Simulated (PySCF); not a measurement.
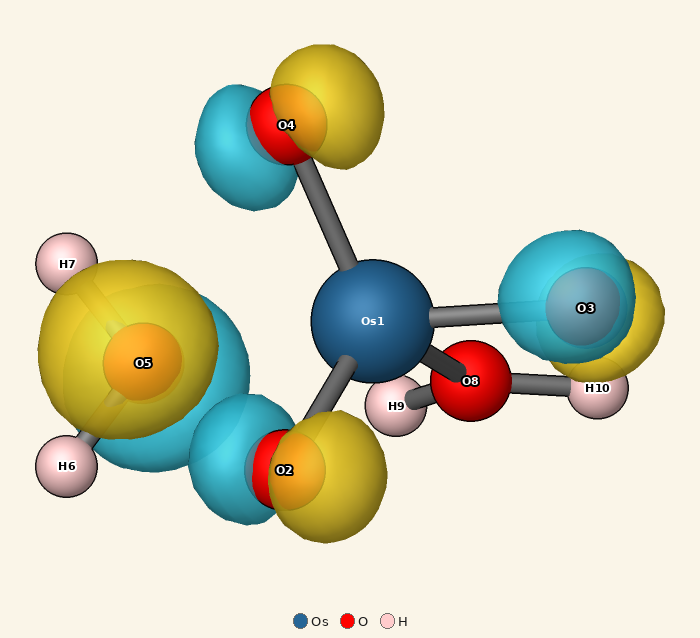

The picture shows: H₂O₄Os···H₂O (charge +2). The HOMO at ±0.2 Å⁻³ᐟ² (yellow and cyan are the two phases), seen from one side.

Core potentials replace the inner electrons of Os.

All numbers below come from RKS TPSS, Os def2-SVP with ECP60, O def2-SVP, H def2-SVP; non-relativistic Hamiltonian with scalar-relativistic core potentials where named; density fitting in PySCF 2.14.0.

```xyz
10

Os    0.1362    0.0254    0.0865
O    -0.1344    0.5000    1.6860
O     1.7939   -0.3205    0.0073
O    -0.0673    1.3974   -0.8787
O    -2.0565   -0.3437   -0.1031
H    -2.6278   -0.4053    0.7047
H    -2.5864    0.1363   -0.7898
O    -0.1110   -1.9318   -0.6235
H    -0.9947   -2.3499   -0.7967
H     0.6333   -2.5599   -0.8317
```

Describe this orbital and give its energy.

By Hirshfeld shares it lies mainly on O5 (about 50 %), O3 (about 15 %), O4 (about 15 %) and O2 (about 15 %); largely a combination of lone pairs on O5, O3, O4 and O2. Its energy is −19.98 eV.
